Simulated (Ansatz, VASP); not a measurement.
**GaSb2 in two plane-wave programs**

Wanted: the spread between two codes on one cell, functional and k mesh. The cell is invented: other elements were put on sites of a known structure type. It may not be a known or stable phase. The cell comes out of the VASP series on this material, whose earlier steps may have relaxed, scaled or displaced it; both programs get it as it stands.

Program: Ansatz 0.2.0. Level of theory: plane waves, with VASP 6.6.1 beside it; single point at PBE. Results are calculated unless marked as measured.

## (1) The starting structure

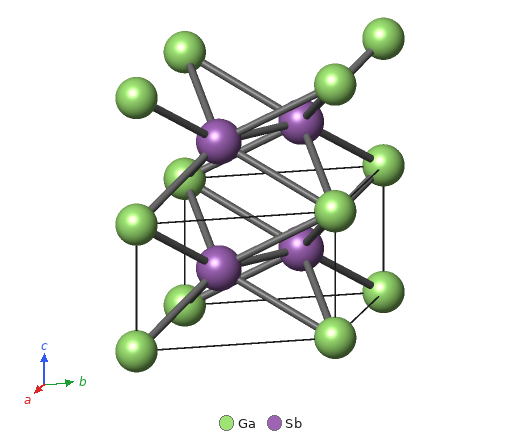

Start, viewed slightly off an axis; gallium green, antimony purple. 1×1×2 cells are drawn. Some periodic images of atoms are drawn too.

As a file:

```
Ga Sb
1.0
     5.26744    0.00000    0.00000
    -2.63372    4.56174    0.00000
     0.00000    0.00000    3.30410
Ga Sb
1 2
Direct
  0.00000 0.00000 0.00000
  0.33333 0.66667 0.50000
  0.66667 0.33333 0.50000
```

## (2) VASP: single point, PBE

With cell and atoms fixed, the geometry can't cause a difference; cores, projectors, grids and the points listed under the comparison can.

Lines of VASP's logs that name or quote its potential files are left out, and so is its time.

INCAR reads:

```
SYSTEM = GaSb2
PREC = Accurate
ENCUT = 400
EDIFF = 1E-06
NELM = 100
ISMEAR = -1
SIGMA = 0.05
LREAL = .FALSE.
ALGO = Normal
GGA = PE
NBANDS = 17
LORBIT = 11
LWAVE = .FALSE.
LCHARG = .TRUE.
ISIF = 2
LELF = .TRUE.
LVHAR = .TRUE.
```

POSCAR reads:

```
GaSb2
1.0
    5.2674424791     -0.0000000018      0.0000000000
   -2.6337212475      4.5617389959      0.0000000000
    0.0000000000      0.0000000000      3.3040976643
Ga Sb
1 2
Direct
    0.0000000000      0.0000000000      0.0000000000
    0.3333333300      0.6666666700      0.5000000000
    0.6666666700      0.3333333300      0.5000000000
```

KPOINTS reads:

```
Automatic mesh
0
Gamma
6 6 8
0 0 0
```

PAW data sets: Ga_d and Sb (PBE family, release 64).

On the command line:

```sh
> mpirun -np 1 vasp_std
```

Numbers of over 12 decimals in the logs are rounded to 6 here.

The log of the run:

```text
[banner, memory and clock lines left out]
running    1 mpi-ranks, on    1 nodes
 distrk:  each k-point on    1 cores,    1 groups
 distr:  one band on    1 cores,    1 groups

 POSCAR found type information on POSCAR GaSb
 POSCAR found :  2 types and       3 ions
 LDA part: xc-table for (Slater+PW92), standard interpolation
 POSCAR, INCAR and KPOINTS ok, starting setup
 FFT: planning ... GRIDC
 FFT: planning ... GRID_SOFT
 FFT: planning ... GRID
 WAVECAR not read
 entering main loop
       N       E                     dE             d eps       ncg     rms          rms(c)
DAV:   1     0.968990038655E+02    0.96899E+02   -0.90112E+03  1230   0.125E+03
DAV:   2    -0.349506195156E+01   -0.10039E+03   -0.98733E+02  1375   0.262E+02
DAV:   3    -0.106481314914E+02   -0.71531E+01   -0.70241E+01  1545   0.676E+01
DAV:   4    -0.107795195065E+02   -0.13139E+00   -0.13106E+00  1349   0.946E+00
DAV:   5    -0.107829307108E+02   -0.34112E-02   -0.34108E-02  1693   0.151E+00    0.274E+00
DAV:   6    -0.107717385036E+02    0.11192E-01   -0.20405E-02  1475   0.175E+00    0.156E+00
DAV:   7    -0.107679650283E+02    0.37735E-02   -0.10937E-02  1706   0.835E-01    0.944E-02
DAV:   8    -0.107679065451E+02    0.58483E-04   -0.10488E-03  1446   0.394E-01    0.320E-02
DAV:   9    -0.107679318716E+02   -0.25326E-04   -0.69460E-05  1351   0.617E-02    0.237E-02
DAV:  10    -0.107679290891E+02    0.27824E-05   -0.22222E-06  1137   0.119E-02    0.173E-03
DAV:  11    -0.107679286752E+02    0.41394E-06   -0.23730E-07   667   0.606E-03
   1 F= -.10767929E+02 E0= -.10761937E+02  d E =-.119831E-01
```

OUTCAR, selected parts (step 2):

```text
ion  position               nearest neighbor table
   1  0.000  0.000  0.000-
   2  0.333  0.667  0.500-   3 3.04   3 3.04   3 3.04
   3  0.667  0.333  0.500-   2 3.04   2 3.04   2 3.04

  LATTYP: Found a hexagonal cell.
 ALAT       =     5.2674424791
 C/A-ratio  =     0.6272679156

 Subroutine GETGRP returns: Found 24 space group operations
 (whereof 24 operations were pure point group operations)

The static configuration has the point symmetry D_6h.

 Found     35 irreducible k-points:

   k-points           NKPTS =     35   k-points in BZ     NKDIM =     35   number of bands    NBANDS=     17

   dimension x,y,z NGX =    36 NGY =   36 NGZ =   24
   dimension x,y,z NGXF=    72 NGYF=   72 NGZF=   48

   ENCUT  =  400.0 eV  29.40 Ry    5.42 a.u.   8.59  8.59  5.39*2*pi/ulx,y,z

   NELECT =      23.0000    total number of electrons

 k-points in reciprocal lattice and weights: Automatic mesh
   0.00000000  0.00000000  0.00000000       0.003
   0.16666667  0.00000000  0.00000000       0.021
   0.33333333  0.00000000  0.00000000       0.021
   0.50000000  0.00000000  0.00000000       0.010
   0.16666667  0.16666667  0.00000000       0.021
   0.33333333  0.16666667  0.00000000       0.042
   0.33333333  0.33333333  0.00000000       0.007
   0.00000000  0.00000000  0.12500000       0.007
   0.16666667  0.00000000  0.12500000       0.042
[...]
0.33333333  0.16666667  0.50000000       0.042
   0.33333333  0.33333333  0.50000000       0.007

 average (electrostatic) potential at core
       1 -63.6591       2 -86.2516       3 -86.2516

 E-fermi :   7.0220

 k-point     1 :       0.0000    0.0000    0.0000
  band No.  band energies     occupation
    ...
      8       2.0796      2.00000
      9       3.0961      2.00000
     10       3.0961      2.00000
     11       4.7097      2.00000
     12       4.7097      2.00000
     13       8.4156      0.00000
     14      12.3270      0.00000
     15      12.3649      0.00000
     16      13.9873      0.00000
     17      13.9882      0.00000

 k-point     2 :       0.1667    0.0000    0.0000
  band No.  band energies     occupation
    ...
      8       1.4224      2.00000
      9       2.5961      2.00000
     10       3.6124      2.00000
     11       5.5919      2.00000
     12       6.1796      2.00000
     13       8.6041      0.00000
     14      11.9811      0.00000
     15      12.4120      0.00000
     16      12.6803      0.00000
     17      13.3232      0.00000

 k-point     3 :       0.3333    0.0000    0.0000
  band No.  band energies     occupation
    ...
      6      -4.7280      2.00000
      7      -2.4011      2.00000
      8       0.6541      2.00000
      9       2.0432      2.00000
     10       5.1841      2.00000
     11       7.2715      0.01353
     12       8.5284      0.00000
     13       9.1321      0.00000
     14      10.1487      0.00000
     15      11.1778      0.00000
    ...

  Total        0.7175086      0.7175086     -1.1296872     -0.0000000      0.0000000     -0.0000000
  in kB       14.4795345     14.4795345    -22.7974196     -0.0000000      0.0000000     -0.0000000
  external PRESSURE =       2.0538831 kB  Pullay stress =       0.0000000 kB

  energy-cutoff  :      400.00
  volume of cell :       79.39
      direct lattice vectors                 reciprocal lattice vectors
     5.267442479 -0.000000002  0.000000000     0.189845452  0.109607323  0.000000000
    -2.633721248  4.561738996  0.000000000     0.000000000  0.219214646  0.000000000
     0.000000000  0.000000000  3.304097664     0.000000000  0.000000000  0.302654492

 POSITION                                       TOTAL-FORCE (eV/Angst)
 -----------------------------------------------------------------------------------
      0.00000      0.00000      0.00000         0.000000      0.000000      0.000000
     -0.00000      3.04116      1.65205         0.000000      0.000000      0.000000
      2.63372      1.52058      1.65205        -0.000000     -0.000000     -0.000000
 -----------------------------------------------------------------------------------
    total drift:                               -0.000000      0.000000     -0.000000

  FREE ENERGIE OF THE ION-ELECTRON SYSTEM (eV)
  ---------------------------------------------------
  free  energy   TOTEN  =       -10.7679286752 eV

  energy  without entropy=      -10.7559455634  energy(sigma->0) =      -10.76193712

 total charge
# of ion       s       p       d       tot
------------------------------------------
    1        1.140   0.350   9.936  11.426
    2        1.239   1.085   0.037   2.360
    3        1.239   1.085   0.037   2.360
--------------------------------------------------
tot          3.617   2.520  10.009  16.147

[... 3 further parts left out ...]
```

The run ends at a pressure of 0.21 GPa.

## (3) Ansatz: single point, PBE

Ansatz runs on its default PAW (the set named soft_2) files.

The same cell, functional, mesh and smearing now go to Ansatz, which takes its cutoff from its data sets.

input.yaml reads:

```yaml
crystal:
  lattice:
    - [5.2674424791, -1.8e-09, 0.0]
    - [-2.6337212475, 4.5617389959, 0.0]
    - [0.0, 0.0, 3.3040976643]
  atoms:
    - { symbol: Ga, position: [0.0, 0.0, 0.0] }
    - { symbol: Sb, position: [0.33333333, 0.66666667, 0.5] }
    - { symbol: Sb, position: [0.66666667, 0.33333333, 0.5] }
hamiltonian:
  xc: pbe
  pseudopotentials: { kind: paw }
kpoints:
  mp_grid: { grid: [6, 6, 8] }
scf:
  occupations: { method: fermi_dirac, width: 0.05 }
  n_extra_bands: 4
output:
  forces: true
  stress: true
  eigenvalues: true
```

On the command line:

```sh
> ansatz run input.yaml --threads 2 --pin off --max-ram 4608MiB --backend cpu --events-out ev --progress --plain --runs-dir out
```

The log of the run:

```text
Warning: the atoms were moved onto the symmetric positions of the space group found under crystal.symmetry.tolerance 1.0e-5 (fractional; no operation is sought that the atoms, as they stand in a round, miss by more than twice it, and no atom is moved by as much as it), and the run uses the moved positions. Before a round's move an operation carried an atom to 5.27e-8 Å from where it should land, the largest such dist [...]
scf.n_extra_bands = 4 over 22 filled bands (N_el = 43.0): the run solves 26 bands
Engine: ansatz 0.2.0, aarch64-unknown-linux-gnu
Pseudopotentials: kind: paw
Pseudopotential: Ga, paw, valence charge 13, recommended cutoff 420 eV (normal), Ga.paw.azcp
Pseudopotential: Sb, paw, valence charge 15, recommended cutoff 420 eV (normal), Sb.paw.azcp
Functional definition: PBE
  parameter kappa = 0.804
  parameter beta = 0.066725
  exchange = pbe_x(kappa = kappa, mu = beta*pi^2/3)
  correlation = pbe_c(beta = beta)
Crystal: 3 atoms, lattice volume = 79.393 Å³
Basis set: ecut = 420 eV, 1553 PW (Γ), exchange–correlation on 72×72×48 points (8 copies of the dense FFT grid, shifted against one another)
Bands: 26, of which v1, the nominal top of the filled ones, is band 22 counted from 1 (21 counted from 0)
Symmetry: 24 space group operations
Space group: P6/mmm (ITA 191), of the structure as read, at distance tolerance 4.3e-5 Å
k-points: 35 of 288
Non-local potential: Ga, projectors of the file, l = 0: 2, l = 1: 2, l = 2: 3, l = 3: 1
Non-local potential: Sb, projectors of the file, l = 0: 2, l = 1: 2, l = 2: 2, l = 3: 2
PAW form: soft (Blöchl's): semilocal exchange-correlation on the pseudo side does not see the compensation charge
PAW one-centre angular grid: Ga, 590 points (default); XC on 64 Gauss nodes
PAW one-centre angular grid: Sb, 590 points (default); XC on 64 Gauss nodes
Initial density: superposition of atomic densities (neutral atoms: chi_scale 0, normalization atom), corrected by the library's trained network
Initial wavefunctions: pseudopotential atomic-orbital guess
Functional: x = pbe(κ = 0.804, μ = 0.219515), c = pbe(β = 0.066725)
SCF iter   1: F=—  HF=-16751.573755 eV  |F-HF|=—  |Δ(HF+E_count)|=         —  Δρ=1.28e-3  dr2=1.40e-3  ethr=1.77e-3  ⟨swp⟩=6.6  Hψ=4105  notcnv=0
preconditioner: auto → Kerker (q_TF=auto, 2.463 Å⁻¹)  [metal: Δε(μ)=0.085 eV  Ē_g=11.835 eV  σ=0.050 eV  W_gap=0.36  n_scr=26 (ndim 8)  ℏωp=20.0 eV  f_vac=0.000  D(μ)=1.39/eV (n_scr^D=6)]
SCF iter   2: F=—  HF=-16751.572547 eV  |F-HF|=—  |Δ(HF+E_count)|=   1.21e-3  Δρ=8.02e-4  dr2=7.24e-4  ethr=3.25e-6  ⟨swp⟩=2.0  Hψ=1939  notcnv=0
SCF iter   3: F=—  HF=-16751.572646 eV  |F-HF|=—  |Δ(HF+E_count)|=   9.91e-5  Δρ=3.24e-4  dr2=1.46e-4  ethr=1.68e-6  ⟨swp⟩=2.3  Hψ=1339  notcnv=0
SCF iter   4: F=—  HF=-16751.572648 eV  |F-HF|=—  |Δ(HF+E_count)|=   1.12e-6  Δρ=1.47e-4  dr2=1.02e-5  ethr=3.38e-7  ⟨swp⟩=2.0  Hψ=1141  notcnv=0
SCF iter   5: F=—  HF=-16751.572642 eV  |F-HF|=—  |Δ(HF+E_count)|=   5.15e-6  Δρ=8.42e-5  dr2=3.35e-6  ethr=2.36e-8  ⟨swp⟩=2.0  Hψ=1562  notcnv=0
SCF iter   6: F=—  HF=-16751.572641 eV  |F-HF|=—  |Δ(HF+E_count)|=   1.56e-6  Δρ=1.46e-5  dr2=1.58e-7  ethr=7.79e-9  ⟨swp⟩=2.0  Hψ=1664  notcnv=0
SCF iter   7: F=-16751.572641 eV  HF=-16751.572641 eV  |F-HF|=3.04e-9  |Δ(HF+E_count)|=   6.98e-8  Δρ=3.67e-6  dr2=1.32e-8  ethr=2.33e-10  ⟨swp⟩=5.5  Hψ=3320  notcnv=0
SCF 1 converged in 7 iterations: F = -16751.572641 eV  dr2 = 1.32e-8
  greatest PAW one-centre occupation: 0.996 electrons in one spin orbital (limit 2), on the Sb atom at site 2 (counted from 0), in its partial waves of l = 2
SCF converged after 7 iterations
Free energy (F): -16751.572641 eV
Harris-Foulkes:  -16751.572641 eV  (|F-HF|=3.04e-9)
Internal energy: -16751.560692 eV  (E = F + TS)
E sigma→0 (E₀):  -16751.566666 eV
Entropy (-TS):   -0.011949 eV (-3.983 meV/atom)
Fermi energy:    10.151099 eV
--- Per-component energies (eV) ---
  E_band       = -369.889898
  E_kinetic    = 526.314918
  E_local      = -4889.006183  (includes V_loc(G=0)·N_el)
  E_nonlocal   = 1144.024720
  E_hartree    = 2243.545549
  E_xc         = -346.046673
  E_vxc        = -250.034294  (∫ρ·V_xc dr)
  E_paw        = -11132.630118  (= ΣΔE_a)
  E_vpaw       = -1388.278635  (= ΣTr[D̂ρ^β])
  E_aug_tail   = -0.000120  (compensation charges beyond the density's cutoff)
  E_ewald      = -4297.762785
  E_smearing   = -0.011949  (= −TS)
  E_closure    = -0.000000  (closes the sum)
  Σ components = -16751.572641   (vs F -16751.572641, Δ=0.00e0)
--- Forces (eV/Å), atoms counted from 1 ---
  atom   1  Ga    -0.00000000     0.00000000     0.00000000
  atom   2  Sb    -0.00000000     0.00000000     0.00000000
  atom   3  Sb     0.00000000    -0.00000000     0.00000000
  max |Σ_I F_I| component: 1.85e-17 eV/Å
--- Stress (GPa, compression-positive) ---
        1.589441      -0.000000       0.000000
        0.000000       1.589441       0.000000
        0.000000       0.000000      -2.112926
  P = ⅓ Tr σ = 0.3553 GPa (3.553 kbar)
--- Band table (eV; the first three rows and the last of 35) ---
  k-point 0: bands = [... 18 lower, 6.2306, 6.2306, 7.8431, 7.8431, 11.5460, 15.4548, 15.5587, 17.1170]
  k-point 1: bands = [... 18 lower, 6.4010, 6.4010, 8.0647, 8.0647, 9.8673, 13.9561, 16.0349, 16.6266]
  k-point 2: bands = [... 18 lower, 6.8691, 6.8691, 7.9323, 8.7216, 8.7216, 11.4821, 13.5651, 15.0535]
  k-point 34: bands = [... 18 lower, 5.6119, 5.8835, 5.8835, 10.8987, 10.8987, 11.2016, 13.0343, 13.0343]
```

The job ended after 1.7 s (2 threads of Arm Neoverse V2, shared host; peak memory 0.37 GiB).

The run ends at a pressure of 0.36 GPa.

## (4) Differences

Known differences besides the PAW data sets themselves: the data sets hold 43 valence electrons in Ansatz (default PAW (the set named soft_2) files) and 23 in VASP; the cutoff is 420 eV in Ansatz and 400 eV in VASP; VASP leaves aspherical gradient terms in its spheres out (LASPH is not set), Ansatz keeps them. Total energies have different zeros and are not compared.

Both answers:

| quantity | Ansatz | VASP | difference |
| --- | --- | --- | --- |
| pressure (GPa) | 0.36 | 0.21 | +0.15 |

Ansatz's pressure holds a Pulay correction of 0.03 GPa; VASP's holds none.

## (5) Summary of results

| Quantity | Value |
| --- | --- |
| difference in pressure (single point, PBE) | 0.15 GPa |

The difference in pressure is 0.15 GPa (single point, PBE), within the 1 GPa picked in this series as the mark of a large difference. Differences of this kind measure data sets and numerical settings, not the functional's error against experiment.

[Lines on the potential files, build, host, timing and source positions are cut from VASP's logs without a mark.]

[Logs are printed without paths, hosts, clocks, repeated set-up lines and the standing remarks that a program may print on its own settings, such as how far it seeks lower states.]

[Hosts, paths, dates, database ids (printed as entryN), source tags and the programs' standing remarks are cut or masked in the printed files.]
